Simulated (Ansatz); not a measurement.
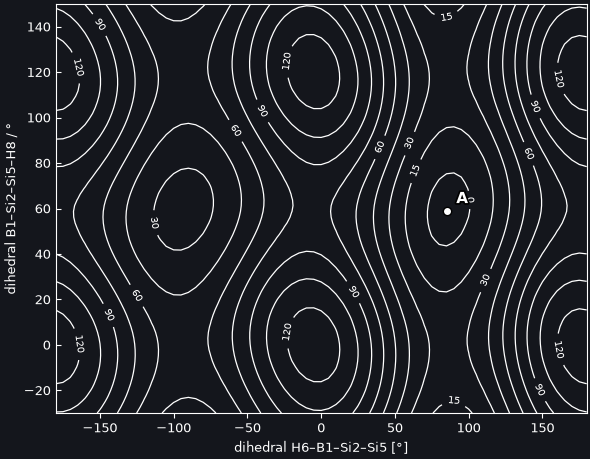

BF2H5Si2, SMILES B[Si](F)(F)[SiH3]. The first coordinate is: dihedral H6–B1–Si2–Si5; the second: dihedral B1–Si2–Si5–H8. Nothing is relaxed (all other coordinates rigid). Grid: 10 × 11 points. All energies are given in meV relative to the lowest grid point. These are results of Ansatz 0.2.0, RKS PBE0-D4/def2-SVP, not measurements.

In the figure: contour lines labelled in meV, the point A. Between grid points the surface is interpolated.

What is the easiest way out of the well at A, and how high is the barrier?

The easiest path leads from the well at about dihedral H6–B1–Si2–Si5 = 85°, dihedral B1–Si2–Si5–H8 = 60° to the well at about dihedral H6–B1–Si2–Si5 = −95°, dihedral B1–Si2–Si5–H8 = 60°, about 29 meV higher (on a rigid scan; wells that are mirror images or exchange like atoms can differ by this much). Its highest point lies about 83 meV above the bottom of the first well on the interpolated surface, at dihedral H6–B1–Si2–Si5 = −180°, dihedral B1–Si2–Si5–H8 = 60°. Seen from the upper well the barrier is about 55 meV. The start is the relaxed structure and all else is held, so a fully relaxed path at this level can only be lower.

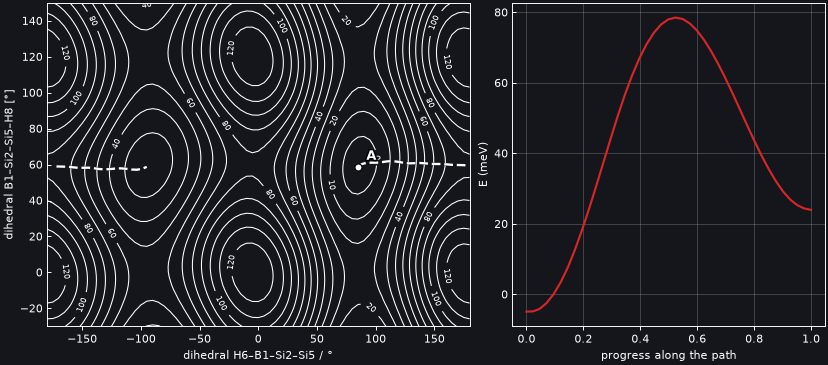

In the figure: contour lines labelled in meV, a line along the lowest path, the energy along the path at the right. Between grid points the surface is interpolated.
